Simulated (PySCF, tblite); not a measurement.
# C2H8O4Si2: geometry, infrared bands and NMR shifts

Aim: predict the infrared bands and NMR shifts of C2H8O4Si2 (`O=CO[C@H]([SiH3])[SiH](O)O`).

The runs use tblite 0.8.0 and PySCF 2.14.0, with density-fitted response routines of our own; the level of theory stands in each step. All values are computed, except where a source is named. Atoms count from 0, in the outputs and in this text.

### Step 1. The molecule as given

16 atoms, charge 0, multiplicity 1; geometry from: force field or distance geometry start.

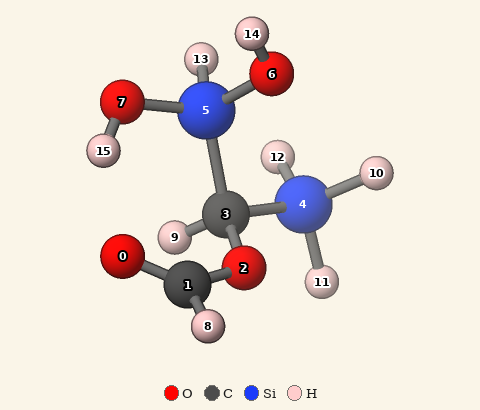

As it starts; oxygen red, carbon dark grey, silicon blue, hydrogen pink, atoms numbered.

### Step 2. Geometry optimisation with GFN2-xTB

Job settings and geometry (Å):

```
{"job": {"kind": "relax", "xc": "GFN2-xTB", "basis": "xTB"}, "charge": 0, "multiplicity": 1}
O     -0.511100    -1.066800     2.381200
C     -0.998100    -1.663200     1.421900
O     -1.104900    -1.198000     0.170000
C     -0.677100     0.189300    -0.074100
Si    -1.071400     0.835700    -1.785400
Si     1.184100     0.554300     0.084900
O      2.141400    -0.527700    -0.734800
O      1.682800     0.473900     1.680200
H     -1.376800    -2.700400     1.474500
H     -1.220900     0.819100     0.648800
H     -0.387800     0.070300    -2.868700
H     -2.536400     0.705400    -2.030500
H     -0.759700     2.286500    -1.909700
H      1.531700     1.912400    -0.392000
H      3.021900    -0.639300    -0.346200
H      1.074900    -0.042600     2.268500
```

Command:

```console
> OMP_NUM_THREADS=1 python probes_run.py task.json out
```

The driver reads the jobs from task.json and runs them one after another.

The log of the run:

```text
step      E/eV     max force
  0    -766.38934    2.248
  1    -766.55775    2.139
  2    -766.60584    1.051
  3    -766.63120    0.416
  4    -766.65945    0.624
  5    -766.68882    0.825
  6    -766.71526    0.572
  7    -766.73624    0.360
  8    -766.75027    0.272
  9    -766.76211    0.323
 10    -766.77171    0.263
 11    -766.78047    0.252
 12    -766.79003    0.308
 13    -766.79992    0.392
 14    -766.80912    0.309
 15    -766.81672    0.179
 16    -766.82299    0.204
 17    -766.82864    0.280
 18    -766.83332    0.234
 19    -766.83679    0.151
 20    -766.83959    0.132
 21    -766.84206    0.148
 22    -766.84436    0.143
 23    -766.84666    0.150
 24    -766.84917    0.158
 25    -766.85166    0.141
 26    -766.85342    0.098
 27    -766.85429    0.061
 28    -766.85483    0.063
 29    -766.85538    0.079
 30    -766.85593    0.060
 31    -766.85631    0.053
 32    -766.85662    0.055
 33    -766.85701    0.061
 34    -766.85758    0.085
 35    -766.85823    0.079
 36    -766.85873    0.056
 37    -766.85904    0.053
 38    -766.85928    0.044
 39    -766.85949    0.039
 40    -766.85966    0.032
 41    -766.85978    0.031
 42    -766.85992    0.036
 43    -766.86009    0.045
 44    -766.86031    0.052
 45    -766.86053    0.055
 46    -766.86075    0.052
 47    -766.86098    0.043
 48    -766.86122    0.041
 49    -766.86146    0.036
 50    -766.86171    0.048
 51    -766.86201    0.058
 52    -766.86237    0.053
 53    -766.86270    0.056
 54    -766.86300    0.047
 55    -766.86332    0.056
 56    -766.86378    0.072
 57    -766.86443    0.079
 58    -766.86522    0.079
 59    -766.86605    0.088
 60    -766.86696    0.122
 61    -766.86823    0.164
 62    -766.86972    0.178
 63    -766.86911    0.321
 64    -766.87238    0.132
 65    -766.87346    0.093
 66    -766.87481    0.091
 67    -766.87781    0.171
 68    -766.87998    0.167
 69    -766.88343    0.145
 70    -766.88464    0.068
 71    -766.88531    0.069
 72    -766.88628    0.099
 73    -766.88781    0.152
 74    -766.88852    0.150
 75    -766.89051    0.121
 76    -766.89142    0.107
 77    -766.89260    0.051
 78    -766.89290    0.058
 79    -766.89343    0.061
 80    -766.89387    0.053
 81    -766.89436    0.050
 82    -766.89479    0.072
 83    -766.89526    0.059
 84    -766.89563    0.052
 85    -766.89591    0.040
 86    -766.89611    0.036
 87    -766.89631    0.038
 88    -766.89659    0.060
 89    -766.89702    0.071
 90    -766.89752    0.079
 91    -766.89800    0.058
 92    -766.89843    0.060
 93    -766.89884    0.062
 94    -766.89937    0.081
 95    -766.90010    0.067
 96    -766.90090    0.089
 97    -766.90162    0.092
 98    -766.90207    0.048
 99    -766.90221    0.034
100    -766.90231    0.035
101    -766.90247    0.044
102    -766.90271    0.060
103    -766.90316    0.064
104    -766.90368    0.054
105    -766.90388    0.032
106    -766.90402    0.026
107    -766.90413    0.031
108    -766.90425    0.030
109    -766.90440    0.027
110    -766.90456    0.027
111    -766.90474    0.041
112    -766.90492    0.034
113    -766.90516    0.041
114    -766.90536    0.069
115    -766.90547    0.034
116    -766.90556    0.041
117    -766.90571    0.030
118    -766.90583    0.024
119    -766.90589    0.017
120    -766.90594    0.019
121    -766.90597    0.019
122    -766.90601    0.015
123    -766.90604    0.014
124    -766.90606    0.010
```

It took 1.6 s on 1 thread of Arm Neoverse N1, shared host.

The steps of the relaxation: (not every step is listed)

```csv
step,energy from step 0 (eV),largest force (eV/Å)
0,0.0000,2.2477
1,-0.1684,2.1391
2,-0.2165,1.0512
3,-0.2419,0.4155
4,-0.2701,0.6237
5,-0.2995,0.8250
6,-0.3259,0.5719
7,-0.3469,0.3597
8,-0.3609,0.2723
19,-0.4475,0.1513
30,-0.4666,0.0604
41,-0.4704,0.0311
52,-0.4730,0.0531
63,-0.4798,0.3211
74,-0.4992,0.1500
85,-0.5066,0.0403
96,-0.5116,0.0886
107,-0.5148,0.0311
118,-0.5165,0.0239
119,-0.5166,0.0175
120,-0.5166,0.0188
121,-0.5166,0.0190
122,-0.5167,0.0154
123,-0.5167,0.0139
124,-0.5167,0.0095
```

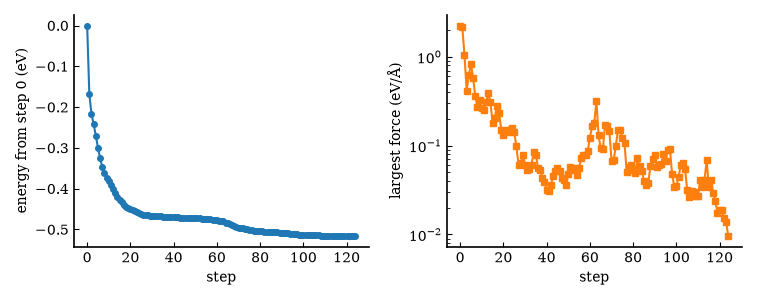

Energy and force, step by step.

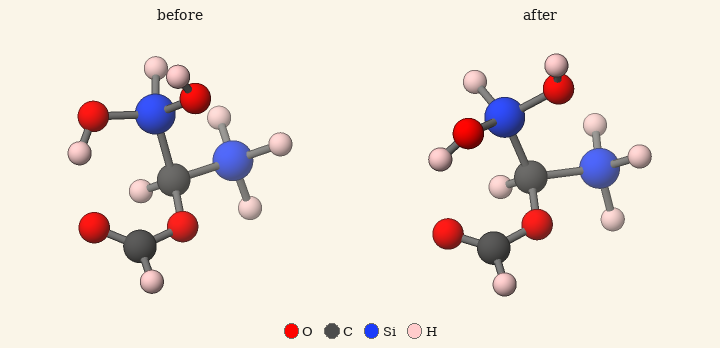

Before and after, at one scale.

Close pairs (by a distance rule), those that changed most:

```csv
bond,before (Å),after (Å),change (Å)
Si5–O7,1.673,1.622,-0.052
Si5–O6,1.661,1.618,-0.043
C1–O2,1.340,1.302,-0.038
C3–Si4,1.871,1.907,+0.036
Si4–H10,1.492,1.458,-0.034
O7–H15,0.991,0.957,-0.034
O0–C1,1.230,1.204,-0.026
Si4–H12,1.489,1.464,-0.026
```

The end geometry stands in the next job.

### Step 3. Infrared spectrum with GFN2-xTB

Job settings and geometry (Å):

```
{"job": {"kind": "ir", "xc": "GFN2-xTB", "basis": "xTB"}, "charge": 0, "multiplicity": 1}
O     -0.838835    -0.679076     2.429847
C     -1.134187    -1.347225     1.472825
O     -1.036884    -1.011325     0.218618
C     -0.575315     0.331495    -0.086409
Si    -1.063624     0.585298    -1.912364
Si     1.279407     0.546444     0.324406
O      2.040381     0.092719    -1.030045
O      1.815112    -0.412797     1.517053
H     -1.546712    -2.368963     1.550405
H     -1.136709     1.015528     0.557722
H     -0.327745    -0.349030    -2.755925
H     -2.501960     0.314624    -2.012503
H     -0.776093     1.977952    -2.258472
H      1.532323     1.949417     0.641415
H      2.956618    -0.169777    -0.994466
H      1.306626    -0.466341     2.326483
```

The log of the run:

```text
mode    cm-1     km/mol
  1      19.4      0.34
  2      83.4      2.32
  3     114.6      2.70
  4     127.0     11.56
  5     146.7      4.39
  6     161.5      3.63
  7     175.7      2.69
  8     226.6     31.03
  9     273.8     30.43
 10     303.8     50.42
 11     332.4     58.35
 12     426.6     76.78
 13     457.6    132.81
 14     507.4     27.30
 15     554.5     86.81
 16     623.7     14.68
 17     697.2     58.27
 18     713.1     81.14
 19     748.7    202.72
 20     761.2     93.51
 21     778.3    316.76
 22     787.3    132.60
 23     808.3    270.05
 24     852.0    102.56
 25     858.3     80.59
 26     907.0    329.65
 27     933.3     60.56
 28     948.6    220.04
 29     963.9     56.09
 30    1091.0     54.73
 31    1200.0    172.56
 32    1278.6     15.78
 33    1359.1     32.39
 34    1752.7    518.89
 35    2237.1    315.66
 36    2264.8    153.66
 37    2283.0    404.54
 38    2313.7    277.63
 39    2814.9    109.03
 40    2913.3     39.73
 41    3602.3     69.30
 42    3666.7     21.51
```

Wall time 1.1 s (1 thread of Arm Neoverse N1, shared host).

Which atoms move in the most intense modes:

```csv
cm⁻¹,km/mol,atoms
778,316.8,"H12 34 %, H11 33 %, H10 18 %"
808,270.1,"H14 63 %, O6 13 %"
907,329.6,"Si5 26 %, O7 24 %, C3 12 %, H14 10 %"
949,220.0,"Si5 43 %, O6 27 %, O7 18 %"
1753,518.9,"C1 62 %, O0 36 %"
2237,315.7,H11 97 %
2283,404.5,H13 89 %
2314,277.6,H10 96 %
```

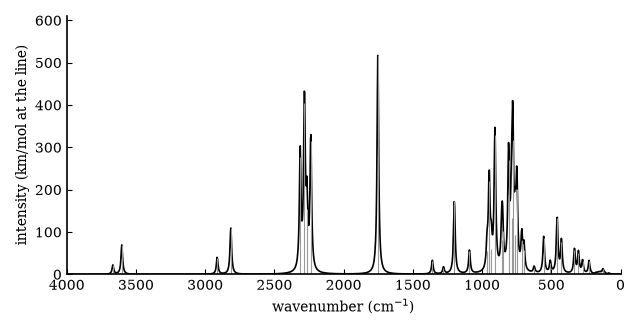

The infrared spectrum from these modes, unscaled. Lines are broadened to a width of 14 cm⁻¹ (Lorentzian).

### Step 4. Nuclear shieldings: PBE0/pcSseg-1

The job, as its differences from that of step 3:

```diff
@@ -1,2 +1,2 @@
-{"job": {"kind": "ir", "xc": "GFN2-xTB", "basis": "xTB"}, "charge": 0, "multiplicity": 1}
+{"job": {"kind": "nmr", "xc": "PBE0", "basis": "pcSseg-1"}, "charge": 0, "multiplicity": 1}
 O     -0.838835    -0.679076     2.429847
```

Level: GIAO PBE0/pcSseg-1 NMR shielding, non-relativistic, gas phase.

The log of the run:

```text
coarse grid: 14728 points
cycle   1  E = -959.9312159640  dE =  1.217e+00  |g| = 1.224e+00  |ddm| = 3.640e+00
cycle   2  E = -959.4851425073  dE =  4.461e-01  |g| = 1.977e+00  |ddm| = 2.094e+00
cycle   3  E = -960.1792505993  dE = -6.941e-01  |g| = 2.848e-01  |ddm| = 1.469e+00
cycle   4  E = -960.1923861792  dE = -1.314e-02  |g| = 1.181e-01  |ddm| = 2.377e-01
cycle   5  E = -960.1948052111  dE = -2.419e-03  |g| = 1.510e-02  |ddm| = 7.187e-02
cycle   6  E = -960.1948464359  dE = -4.122e-05  |g| = 6.637e-03  |ddm| = 1.580e-02
cycle   7  E = -960.1948558364  dE = -9.400e-06  |g| = 1.270e-03  |ddm| = 5.595e-03
final grid: 134080 points
cycle   8  E = -960.2805997643  dE = -1.495e-05  |g| = 1.392e-02  |ddm| = 1.966e-02
cycle   9  E = -960.2805533980  dE =  4.637e-05  |g| = 2.127e-02  |ddm| = 1.980e-02
cycle  10  E = -960.2806329849  dE = -7.959e-05  |g| = 1.614e-03  |ddm| = 1.223e-02
cycle  11  E = -960.2806334125  dE = -4.276e-07  |g| = 4.010e-04  |ddm| = 1.041e-03
cycle  12  E = -960.2806334399  dE = -2.740e-08  |g| = 1.089e-04  |ddm| = 3.314e-04
cycle  13  E = -960.2806334424  dE = -2.559e-09  |g| = 3.428e-05  |ddm| = 1.182e-04
cycle  14  E = -960.2806334427  dE = -2.581e-10  |g| = 7.093e-06  |ddm| = 3.012e-05
converged SCF energy = -960.2806334427

GIAO shielding tensors (ppm)
atom      isotropic    diamagn.    paramagn.     s11        s22        s33       span
  0 O      -84.148     404.701    -488.848   -349.758   -202.774    300.090    649.848
  1 C       17.132     248.444    -231.311    -81.921     55.529     77.789    159.710
  2 O      130.399     401.324    -270.925    -59.309    216.899    233.607    292.916
  3 C      127.561     261.708    -134.148     88.240    119.400    175.041     86.801
  4 Si     421.905     880.230    -458.325    387.422    421.113    457.180     69.759
  5 Si     376.863     880.793    -503.930    345.808    378.124    406.658     60.850
  6 O      289.465     388.686     -99.221    253.742    295.351    319.303     65.561
  7 O      274.671     391.524    -116.853    234.406    267.501    322.106     87.701
  8 H       23.440      27.175      -3.734     18.745     23.463     28.114      9.369
  9 H       27.630      34.933      -7.303     24.946     27.203     30.741      5.795
 10 H       27.305      29.167      -1.862     23.498     26.667     31.750      8.252
 11 H       27.597      28.870      -1.273     23.951     25.711     33.130      9.179
 12 H       27.660      28.864      -1.204     24.379     25.681     32.921      8.542
 13 H       26.598      30.067      -3.469     23.445     23.995     32.355      8.909
 14 H       29.681      30.313      -0.632     21.187     24.287     43.567     22.380
 15 H       29.556      33.097      -3.542     20.346     25.840     42.482     22.136
```

It took 59 s on 1 thread of Arm Neoverse N1, shared host; peak memory 0.9 GiB.

The references, computed at this level on geometries of the same kind, shield at (ppm): ¹H TMS 31.72, ¹³C TMS 186.9, ²⁹Si TMS 349.2, ¹⁷O H2O 336.1. Their shielding less the atom's gives the shift. The references are single molecules in the gas phase, so shifts against H2O, NH3, PH3, H3PO4 or CFCl3 are not on the usual liquid scales and can be off by tens of ppm. Atoms listed in one row are averaged.

```csv
atoms,environment,σ (ppm),δ (ppm),δ scaled to CDCl3
C1,ester carbonyl carbon,17.1,169.8,163.8
C3,sp3 CH bonded to O and 2 Si,127.6,59.4,56.0
H8,hydrogen on an ester carbonyl carbon,23.44,8.28,7.91
H13,"hydrogen on a silicon bonded to C, 2 O",26.60,5.12,–
"H10, H11, H12",hydrogen on a silicon bonded to C,27.52,4.20,–
H9,hydrogen on an sp3 CH bonded to O and 2 Si,27.63,4.09,3.96
H15,hydrogen on an oxygen bonded to Si,29.56,2.16,–
H14,hydrogen on an oxygen bonded to Si,29.68,2.04,–
O0,ester carbonyl oxygen,-84.1,420.2,–
O2,ester alkoxy oxygen,130.4,205.7,–
O7,"oxygen bonded to Si, H",274.7,61.4,–
O6,"oxygen bonded to Si, H",289.5,46.6,–
Si5,"silicon bonded to C, 2 O, H",376.9,-27.7,–
Si4,"silicon bonded to C, 3 H",421.9,-72.7,–
```

The scaled column applies a straight-line fit of computed shieldings to shifts measured in CDCl3 (root-mean-square error 0.16 ppm for H, 1.9 ppm for C).

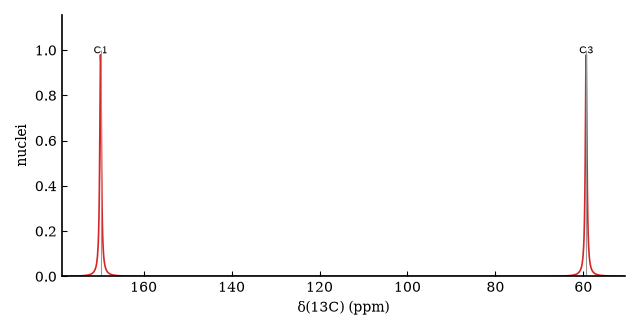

¹³C lines at the computed shifts, without couplings. Lines are broadened to a width of 0.44 ppm (Lorentzian).

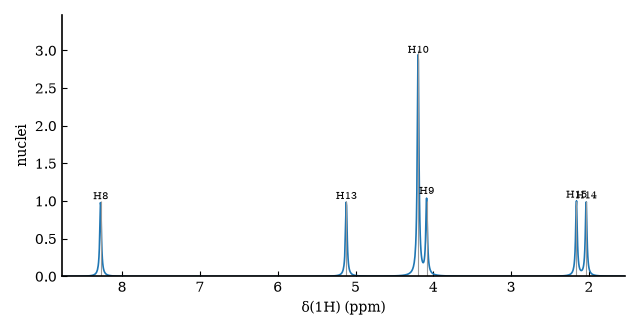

¹H lines at the computed shifts, without couplings. Lines are broadened to a width of 0.02 ppm (Lorentzian).

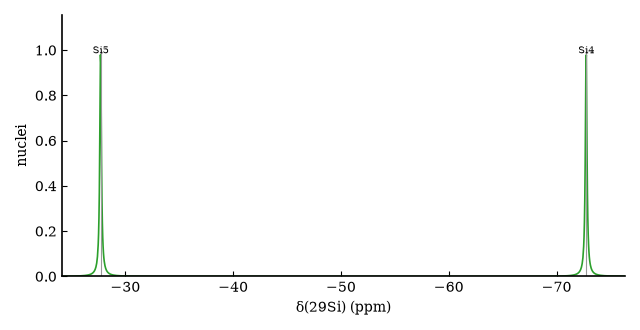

²⁹Si lines at the computed shifts, without couplings. Lines are broadened to a width of 0.18 ppm (Lorentzian).

The run also stored atomic charges by several schemes (e):

```csv
atoms,Mulliken,IAO,Hirshfeld,ESP fit
O0,-0.46,-0.48,-0.25,-0.56
C1,0.44,0.41,0.18,0.63
O2,-0.42,-0.31,-0.08,-0.35
C3,-0.54,-0.51,-0.13,-0.16
Si4,0.55,0.63,0.31,0.30
Si5,1.11,1.34,0.45,0.87
O6,-0.55,-0.79,-0.30,-0.74
O7,-0.56,-0.80,-0.32,-0.69
```

IAO charges:

O0 -0.48; C1 0.41; O2 -0.31; C3 -0.51; Si4 0.63; Si5 1.34; O6 -0.79; O7 -0.80; H8 0.13; H9 0.16; H10 -0.10; H11 -0.11; H12 -0.12; H13 -0.19; H14 0.37; H15 0.38

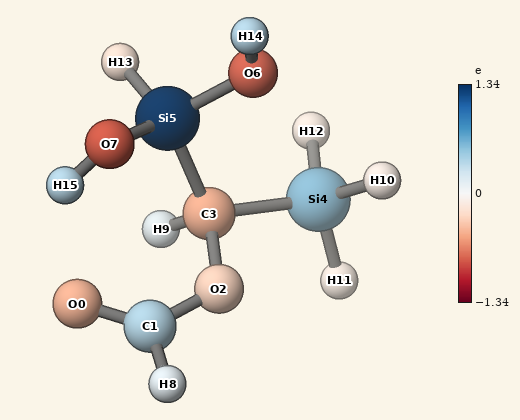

IAO charges, as colours on the atoms.

Mayer bond orders: O0–C1 1.87, C1–O2 1.19, O2–C3 0.77, C3–Si4 0.86, C3–Si5 0.79, Si5–O6 1.06, Si5–O7 1.07.

### Step 5. Results

| quantity | value |
| --- | --- |
| strongest single infrared mode (GFN2-xTB) | 1753 cm⁻¹, 519 km/mol |
| zero-point energy (GFN2-xTB) | 63.0 kcal/mol |
| ¹³C shifts against TMS (PBE0/pcSseg-1) | 169.8, 59.4 ppm |
| ¹H shifts against TMS (PBE0/pcSseg-1, means over atoms taken as alike) | 8.28, 5.12, 4.20, 4.09, 2.16, 2.04 ppm |
| ¹⁷O shifts against H2O (PBE0/pcSseg-1) | 420.2, 205.7, 61.4, 46.6 ppm |
| ²⁹Si shifts against TMS (PBE0/pcSseg-1) | -27.7, -72.7 ppm |

What this shows: The optimisation took 124 steps and gained 0.517 eV; among the close pairs (by a distance rule), Si5–O7 changed most, from 1.673 to 1.622 Å. No mode is imaginary among the 42: a minimum at this level. The strongest single mode, at 1753 cm⁻¹, moves mainly C1 and O0. GFN2-xTB is a fitted tight-binding method: band positions and strengths are rough. Its intensities can rank the bands wrongly. The most deshielded carbon is C1 (ester carbonyl carbon), at 169.8 ppm: it is a carbonyl in resonance with an O or N lone pair, the region of acids, esters and amides. At PBE0/pcSseg-1: The widest tensor belongs to O0: span 650 ppm, with a paramagnetic part of -489 ppm.
